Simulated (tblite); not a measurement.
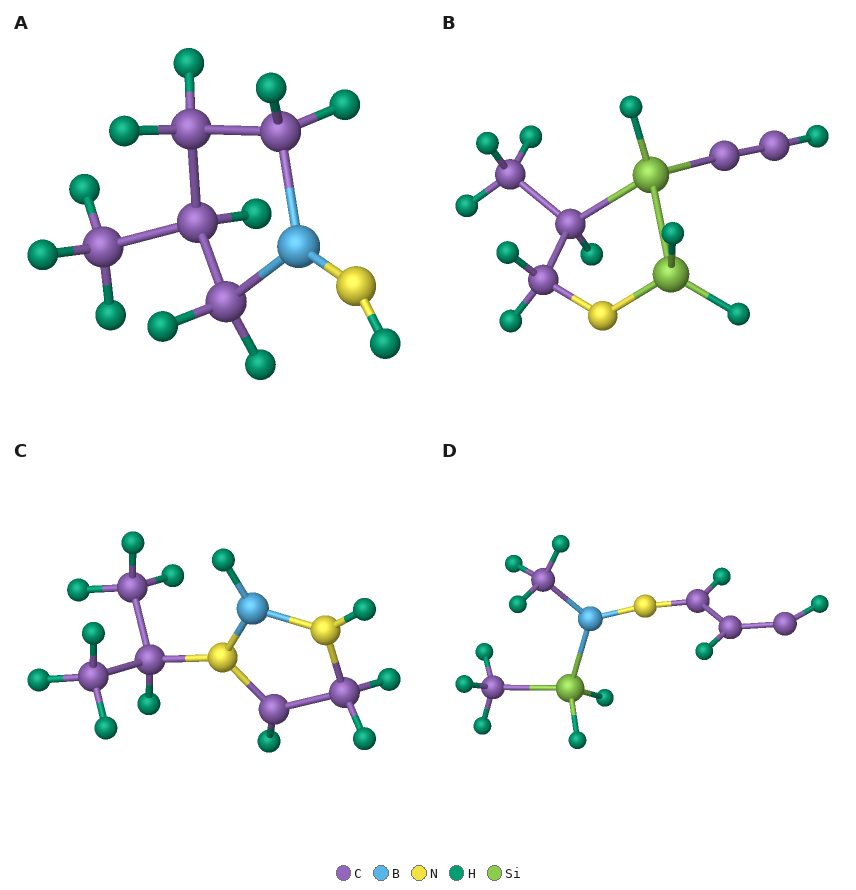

The picture comes from a calculation with tblite.

```xyz
18
charge 0, multiplicity 2
C    -2.1225   -0.6637    0.0489
C    -0.8255   -0.1745   -0.5873
C    -0.3957    1.2143   -0.1134
C     1.0538    1.3612   -0.5679
B     1.6884   -0.1313   -0.4740
N     2.9301   -0.5026   -0.5580
C     0.3586   -1.0773   -0.2499
H    -2.0302   -0.6862    1.1333
H    -2.3641   -1.6670   -0.2962
H    -2.9469   -0.0030   -0.2120
H    -0.9516   -0.1486   -1.6752
H    -0.4488    1.2528    0.9767
H    -1.0360    2.0043   -0.5110
H     1.6073    2.0888    0.0214
H     1.0984    1.6699   -1.6124
H     3.6436   -1.1937   -0.5595
H     0.3866   -1.9866   -0.8451
H     0.3457   -1.3505    0.8050
```

> Which picture belongs to the input above?

A. The file holds C5H11BN, `C[C@H]1CCB([NH])C1`.
